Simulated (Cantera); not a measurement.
A closed system holds: 1 mol Si(CH₃)₄, 0.028 mol CH₄, 14 mol H₂, 0.16 mol C₂H₂, at 0.210 bar.

These are equilibrium values from Cantera (NASA tables, ideal gas, pure condensed phases), not measurements of a reactor. Candidate condensed phases: C, C₆H₆, C₇H₈, C₈H₁₈, Si, SiC; 87 gas species. Gases not in the tables: Si₂H₆ and higher silanes. Kinetics and transport are ignored.

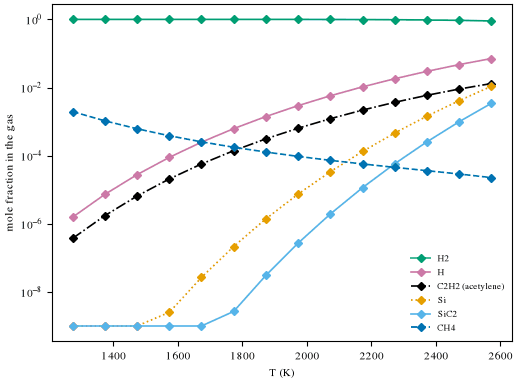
Equilibrium gas composition (values under 1e-9 drawn at 1e-9)

### Question
Read off the mole fractions at 2373 K.

### Answer
H₂ about 0.96, H about 0.030, C₂H₂ (acetylene) about 0.0059, Si about 0.0015, SiC₂ about 0.00026, CH₄ about 3.6e-5.
